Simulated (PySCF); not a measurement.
Atomic calculation, with input and output: Yb⁶⁷⁺

System: Yb⁶⁷⁺, configuration 1s2 2s1, multiplicity 2.
Method: unrestricted PBE, even-tempered 17s8p5d5f4g, non-relativistic, point nucleus (PySCF).

**Results in brief**

- outcome: converged
- total energy: −5440.6111 hartree
- kinetic energy: 5440.5601 hartree
- ⟨S²⟩: 0.750
- SCF iterations: 3
- hardware: 1 CPU thread, shared host

**Remarks**

Relativity is left out, which matters for an atom this heavy.

**Input file**
```python
from pyscf import gto, scf, dft, mp, cc
mol = gto.M(atom="Yb 0 0 0", charge=67, spin=1, symmetry="D2h",
            basis=gto.etbs([(0, 17, 46, 2.2), (1, 8, 69, 2.4), (2, 5, 210, 2.4), (3, 5, 310, 2.4), (4, 4, 470, 2.4)]))
mf = dft.UKS(mol, xc="PBE")
mf.irrep_nelec = {'Ag': (2, 1)}
mf.kernel()
```

The script is an equivalent of what the driver set up; the driver started from orbitals of its own, so the log can be shorter than this script's would be, and it computed the properties (radii, ⟨L²⟩, response) afterwards. It held the occupations shell by shell, which the script's counts by irreducible representation don't always enforce.

**The program's output (extracts)**
```
damping factor = 0
level_shift factor = 0
DIIS = <class 'pyscf.scf.diis.CDIIS'>
diis_start_cycle = 1
diis_space = 10
diis_damp = 0
SCF conv_tol = 1e-09
SCF conv_tol_grad = None
number electrons alpha = 2  beta = 1
XC functionals = PBE
    J. P. Perdew, K. Burke, and M. Ernzerhof.,  Phys. Rev. Lett. 77, 3865 (1996)
    J. P. Perdew, K. Burke, and M. Ernzerhof.,  Phys. Rev. Lett. 78, 1396 (1997)
    J. P. Perdew, K. Burke, and M. Ernzerhof.,  Phys. Rev. Lett. 77, 3865 (1996)
    J. P. Perdew, K. Burke, and M. Ernzerhof.,  Phys. Rev. Lett. 78, 1396 (1997)
cycle= 1 E= -5440.61113019689  delta_E= -0.00215  |g|= 0.00724  |ddm|= 0.00571
cycle= 2 E= -5440.61113021102  delta_E= -1.41e-08  |g|= 5.63e-05  |ddm|= 8.65e-06
cycle= 3 E= -5440.61113021102  delta_E= 3.64e-12  |g|= 7.66e-08  |ddm|= 5.93e-08
converged SCF energy = -5440.61113021102  <S^2> = 0.75000001  2S+1 = 2
```

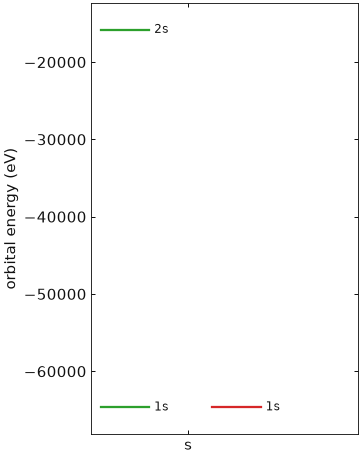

**Figure 1.** Orbital energies of the mean field, from the top down to −64.67 keV, by angular momentum, α spin at the left of each column and β at the right; ×n counts the orbitals under one label. The highest filled orbital is 2s α at −15.81 keV, the lowest empty one s β at −15.72 keV.
